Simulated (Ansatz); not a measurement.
A series of calculations on Si2H4OF2 and related structures

### Relaxation

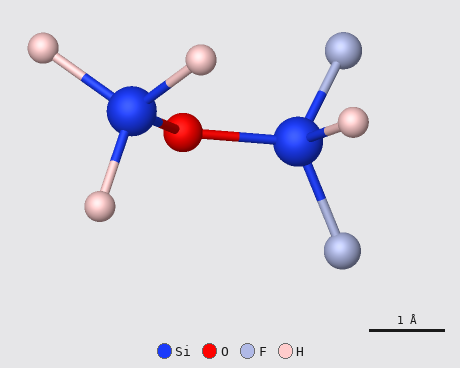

Si₂H₄OF₂, before the relaxation. Style: ball-and-stick. Shown from a free direction.

It is one of the separated reactants of a reaction.

Theory: RKS PBE0-D4/def2-TZVP in Ansatz.

Input
```yaml
crystal:
  periodic: [false, false, false]
  atoms:
    - {symbol: Si, position_ang: [-0.521885, 0.837234, 0.391457]}
    - {symbol: O, position_ang: [-0.025061, -0.552721, -0.351409]}
    - {symbol: Si, position_ang: [-0.768264, -1.743509, -1.203852]}
    - {symbol: F, position_ang: [-0.194028, 2.250040, -0.320662]}
    - {symbol: F, position_ang: [-0.676957, 0.835264, 1.999778]}
    - {symbol: H, position_ang: [-1.973124, 0.798816, 0.065414]}
    - {symbol: H, position_ang: [-2.057535, -1.282707, -1.778282]}
    - {symbol: H, position_ang: [0.144718, -2.151816, -2.301755]}
    - {symbol: H, position_ang: [-1.012381, -2.912224, -0.319415]}
basis:
  gaussian: {orbitals: def2-TZVP}
hamiltonian: {xc: pbe0, dispersion: d4}
relax: {f_tol: 0.005, max_steps: 200}
```

Command:
```bash
ansatz run in.yaml --threads 4 --pin off --events-out ev --progress --plain --max-ram 46080MiB --backend cuda --devices 0, --max-vram 37GiB
```

What does the optimiser find from here?

Answer. O2 moves most after the best rigid fit: 1.19 Å. Largest moves by element: O 1.19 Å, H 1.13 Å, F 0.96 Å, Si 0.34 Å. Among the contacts that change: Si1–O2 1.652 → 1.599 Å, Si1–F4 1.616 → 1.582 Å, Si1–H6 1.488 → 1.464 Å. Among the angles between lasting bonds that change: Si1–O2–Si3 135.0° → 153.3°, F4–Si1–H6 97.1° → 109.5°, O2–Si1–H6 100.0° → 111.1°. Groups turn about O2–Si3 by about 150°. The energy falls by 23.0 kcal/mol in 29 accepted moves (38 points after the start). The largest force component goes from 3.9 to 0.002 eV/Å. The line search rejected the trial steps at points 7, 9, 11, 16, 20, 31, 32, 34 and more of the run. The run took about 25 s of wall time on a shared GPU.

The structure at the end:

```xyz
9

Si   -0.8409    0.9273    0.3395
O    -1.1829   -0.3483   -0.5625
Si   -0.8315   -1.8048   -1.2410
F     0.4992    1.6027   -0.1613
F    -0.5911    0.4805    1.8360
H    -1.9265    1.9084    0.2986
H    -2.0558   -2.2908   -1.9184
H     0.2644   -1.6372   -2.2259
H    -0.4195   -2.7596   -0.1837
```

After the run, drawn alike:

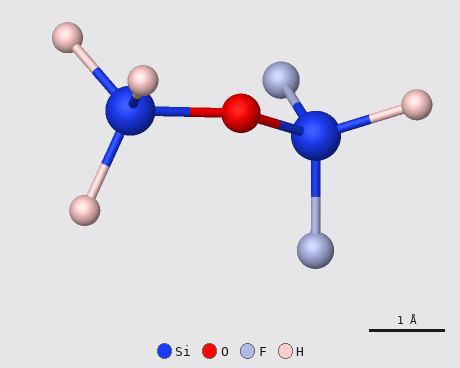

### Relaxation

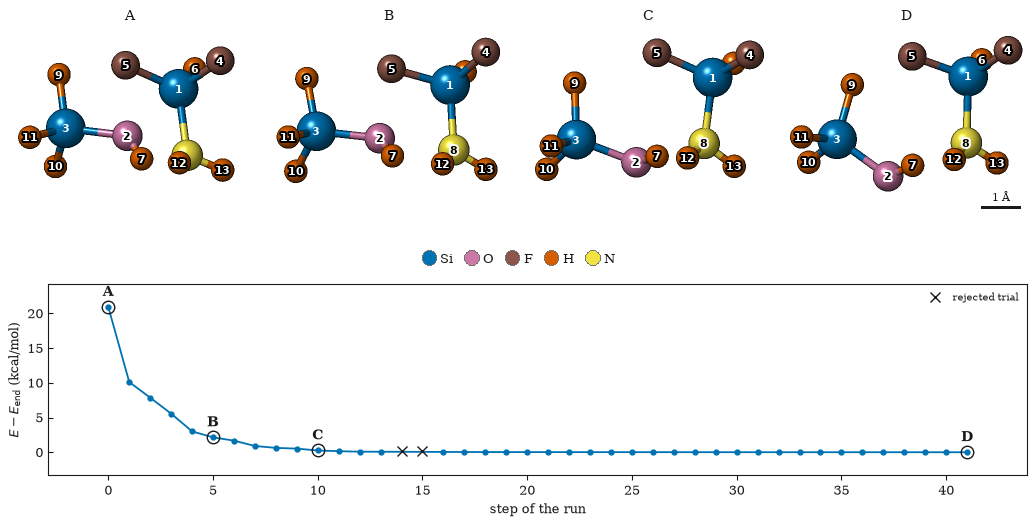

Frames of a relaxation of Si$_{2}$NH$_{7}$OF$_{2}$ (started from a transition state, displaced along its imaginary mode), marked on the history of the run. Style: ball-and-stick. Shown at a tilt.

Theory: RKS PBE0-D4/def2-TZVP (Ansatz 0.2.0).

The input:
```yaml
crystal:
  periodic: [false, false, false]
  atoms:
    - {symbol: Si, position_ang: [-0.332927, 1.336090, 0.411792]}
    - {symbol: O, position_ang: [0.172806, -0.462914, -0.672036]}
    - {symbol: Si, position_ang: [-0.614932, -1.913877, -0.864485]}
    - {symbol: F, position_ang: [-0.509777, 2.702196, 1.226595]}
    - {symbol: F, position_ang: [-1.287876, 0.371008, 1.261975]}
    - {symbol: H, position_ang: [-0.841598, 1.741989, -0.919633]}
    - {symbol: H, position_ang: [0.917735, -0.270549, -0.241220]}
    - {symbol: N, position_ang: [1.385249, 0.981646, 0.678637]}
    - {symbol: H, position_ang: [-2.025672, -1.639138, -1.237771]}
    - {symbol: H, position_ang: [0.062168, -2.643906, -1.959303]}
    - {symbol: H, position_ang: [-0.570052, -2.708685, 0.382475]}
    - {symbol: H, position_ang: [1.621814, 0.848082, 1.650934]}
    - {symbol: H, position_ang: [2.023061, 1.657958, 0.282141]}
basis:
  gaussian: {orbitals: def2-TZVP}
hamiltonian: {xc: pbe0, dispersion: d4}
relax: {f_tol: 0.005, max_steps: 200}
```

Run as
```bash
ansatz run in.yaml --threads 4 --pin off --events-out ev --progress --plain --max-ram 46080MiB --backend cuda --devices 0, --max-vram 37GiB
```

### Describe the path.

Over 39 accepted moves (41 points after the start) the energy falls by 20.9 kcal/mol. The largest force component goes from 6.4 to 0.0023 eV/Å. The line search rejected the trial steps at points 14, 15 of the run. O2 moves most after the best rigid fit: 1.16 Å. By element the largest moves are O 1.16 Å, H 0.65 Å, Si 0.56 Å, F 0.55 Å, N 0.32 Å. Near-neighbour distances that change, for instance: Si1–O2 2.160 → 3.775 Å, Si1–H7 2.138 → 2.936 Å, O2–H7 0.882 → 0.971 Å, Si1–N8 1.775 → 1.706 Å. Among the angles between lasting bonds that change: Si3–O2–H7 130.3° → 117.8°, F4–Si1–N8 101.6° → 113.9°, H6–Si1–N8 121.5° → 110.5°. Groups turn about O2–Si3 by about 105°. The run took about 50 s of wall time on a shared GPU. From step 0 to 5: O and H atoms move most (0.50 Å), energy −18.8 kcal/mol. From step 5 to 10: O2 moves most (0.62 Å), energy −1.89 kcal/mol. From step 10 to 41: O and H atoms move most (0.47 Å), energy −0.25 kcal/mol.

### Reaction

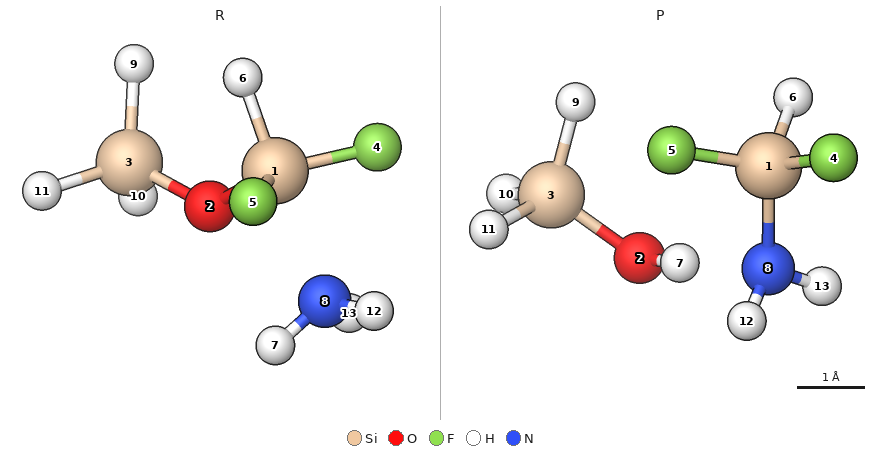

Reactant (R) and product (P) of one elementary step of Si₂NH₇OF₂. Style: ball-and-stick. Shown at a tilt.

Stationary points at PBE0-D4/def2-TZVP, single-point energies with CCSD(T)/CBS, CAM-B3LYP-D4, wB97M-V, PBE-D4, RPA@PBE, B3LYP-D4 (def2-TZVPP where no basis is named; Ansatz 0.2.0). The energies are electronic, without zero-point or thermal terms, and both ends are the relaxed geometries reached downhill from the saddle, with any fragments still in contact. CCSD(T)/CBS stands for a frozen-core estimate: MP2 correlation extrapolated from def2-TZVPP and def2-QZVPP, CCSD(T) minus MP2 from the smaller set.

R:
```xyz
13

Si   -0.5194    0.8555    0.3534
O    -0.0244   -0.5628   -0.3351
Si   -0.7636   -1.7691   -1.1689
F    -0.1553    2.2416   -0.3928
F    -0.7124    0.9045    1.9569
H    -1.9629    0.8262   -0.0061
H     1.7581    0.1772    1.4732
N     1.5057    0.9739    0.9000
H    -2.0324   -1.3092   -1.7878
H     0.1694   -2.2226   -2.2318
H    -1.0446   -2.9071   -0.2558
H     1.6927    1.8217    1.4236
H     2.0893    0.9701    0.0714
```

P:
```xyz
13

Si   -0.4759    1.7918    0.6984
O     0.9523   -1.2637   -0.9975
Si   -0.4174   -2.1653   -0.9776
F    -0.6177    3.1036    1.5784
F    -1.3951    0.7043    1.3885
H    -0.9309    2.0974   -0.6627
H     0.9979   -0.4955   -0.4048
N     1.1034    1.1467    0.6700
H    -1.6260   -1.3393   -1.2627
H    -0.2672   -3.1936   -2.0354
H    -0.6318   -2.8374    0.3348
H     1.5035    0.8112    1.5361
H     1.8050    1.6395    0.1347
```

### What is the transition state like, and how high is the barrier?

Counted by bonded pieces, R holds NH₃ + Si₂H₄OF₂ and P holds SiH₃NF₂ + SiH₄O. From R over the saddle to P, bonds form: Si1–N8 (2.10 → 1.83 → 1.71 Å), O2–H7 (2.64 → 1.19 → 0.97 Å). Bonds break: Si1–O2 (1.65 → 2.02 → 3.78 Å), H7–N8 (1.01 → 1.29 → 1.97 Å). The saddle has one imaginary mode, 1058i cm⁻¹. The end R keeps a soft imaginary mode of 25i cm⁻¹, so it isn't quite a minimum. With CCSD(T)/CBS the barrier is 32.2 kcal/mol from R and 18.8 kcal/mol from P, and P lies 13.4 kcal/mol above R.

```csv
level,barrier from R (kcal/mol),barrier from P (kcal/mol),P less R (kcal/mol)
CCSD(T)/CBS,32.2,18.8,13.4
CAM-B3LYP-D4,30.7,18.4,12.4
wB97M-V,31.0,17.2,13.8
PBE-D4,25.9,14.2,11.7
RPA@PBE,31.8,18.8,13.0
B3LYP-D4,30.3,19.0,11.3
```

Against CCSD(T)/CBS, RPA@PBE comes closest on the barrier from R (−0.3 kcal/mol) and PBE-D4 misses most (−6.2 kcal/mol).

Saddle geometry:

```xyz
13

Si   -0.3834    1.2593    0.3497
O     0.1027   -0.4279   -0.6539
Si   -0.6310   -1.8862   -0.8652
F    -0.4730    2.6411    1.1944
F    -1.3147    0.3644    1.2879
H    -0.8621    1.7631   -0.9423
H     1.0925   -0.0888   -0.0787
N     1.3915    0.9331    0.6439
H    -2.0489   -1.6617   -1.2430
H     0.0613   -2.6273   -1.9523
H    -0.5741   -2.7048    0.3757
H     1.6173    0.8080    1.6241
H     2.0218    1.6274    0.2598
```

The saddle point in the same view, with dashed sticks for the bonds that form or break:

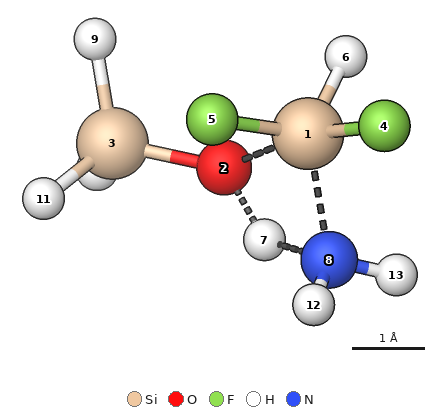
